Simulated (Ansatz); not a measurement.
# How far to go with the k-point mesh at a smearing width of 0.05 eV: Mo (Im-3m, 1 atom in the cell)

```xyz
1
Lattice="-1.5671 1.5671 1.5671 1.5671 -1.5671 1.5671 1.5671 1.5671 -1.5671" Properties=species:S:1:pos:R:3 pbc="T T T"
Mo     0.0000     0.0000     0.0000
```

Level of theory: LDA (PW92), default PAW files made with PBE (plane waves; Ansatz, an electronic-structure program).

Base settings: basis.ecutwfc = 30.9 Ry; kpoints.mp_grid.grid = 15 15 15; hamiltonian.xc = lda; hamiltonian.pseudopotentials = {kind: paw} (the program's default PAW files); scf.occupations.method = fermi_dirac; scf.occupations.width = 0.0073 Ry.

In this ladder: scf.occupations.width = 0.0037 Ry.

The second cell is the first with its lattice scaled by 0.98.

Only quantities that move along the ladder and can be compared are tabulated.

The count of work is k-points × plane waves × bands × iterations; it is no time. 

The starting cell has typed, rounded lattice constants, without a prior relaxation at this level. Its lattice was rescaled by up to half a per cent. Spin polarisation is off. In the base run, with a pressure of about -6 GPa the cell is away from its equilibrium volume at this level. Ansatz's pressure includes its estimate of the finite-basis (Pulay) stress.

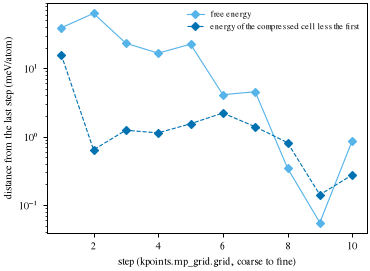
Distance from the last step along the ladder; very small values are drawn at a floor.

| kpoints.mp_grid.grid | free energy less the last step's (meV/atom) | energy of the compressed cell less the first (meV/atom) | pressure (GPa) | count of work / last |
|---|---|---|---|---|
| 5 5 5 | -39.03 | -0.99 | -8.67 | 0.0088 |
| 6 6 6 | -63.39 | 14.22 | -6.39 | 0.014 |
| 8 8 8 | 23.23 | 16.10 | -5.70 | 0.025 |
| 9 9 9 | -16.60 | 13.73 | -6.40 | 0.031 |
| 11 11 11 | 22.50 | 13.32 | -6.02 | 0.049 |
| 13 13 13 | -4.10 | 12.65 | -6.46 | 0.074 |
| 16 16 16 | -4.53 | 13.47 | -6.30 | 0.13 |
| 19 19 19 | -0.35 | 14.05 | -6.21 | 0.19 |
| 24 24 24 | 0.06 | 14.72 | -6.12 | 0.36 |
| 29 29 29 | 0.87 | 15.14 | -6.06 | 0.60 |
| 35 35 35 | 0.00 | 14.86 | -6.10 | 1.0 |

Coarsest kpoints.mp_grid.grid that holds the energy of the compressed cell less the first within 1 meV/atom of the last step, with all finer ones: 19 19 19, at 0.19 of the last step's count of work; the step before is off by 1.4 meV/atom.

Coarsest kpoints.mp_grid.grid that holds the pressure within 0.5 GPa of the last step, with all finer ones: 6 6 6, at 0.014 of the last step's count of work; the step before is off by 2.6 GPa.

Coarsest kpoints.mp_grid.grid that holds the free energy within 2 meV/atom of the last step, with all finer ones: 19 19 19, at 0.19 of the last step's count of work; the step before is off by 4.5 meV/atom.

Two neighbours can agree and both be off: 13 13 13 and 16 16 16 differ by 0.43 meV/atom in the free energy, yet lie about 4.5 meV/atom from the last step.

Keys are those of Ansatz 0.2.
